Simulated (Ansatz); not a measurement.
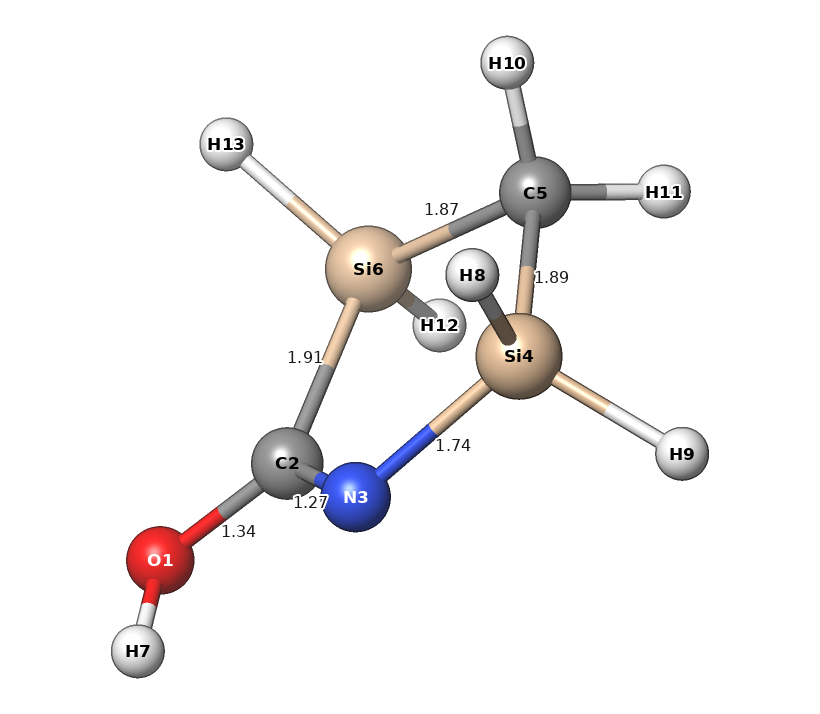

Bond lengths are marked in Å; every bond is drawn as one stick. The computed structure is the end point of a PBE0-D4/def2-TZVP optimisation. No frequency run is at hand to confirm it as a minimum.

### Which of the marked bonds are single, double, triple or aromatic?

O1–C2 single; C2–N3 double; C2–Si6 single; N3–Si4 single; Si4–C5 single; C5–Si6 single.

### Give the structure as SMILES.

OC1=N[SiH2]C[SiH2]1
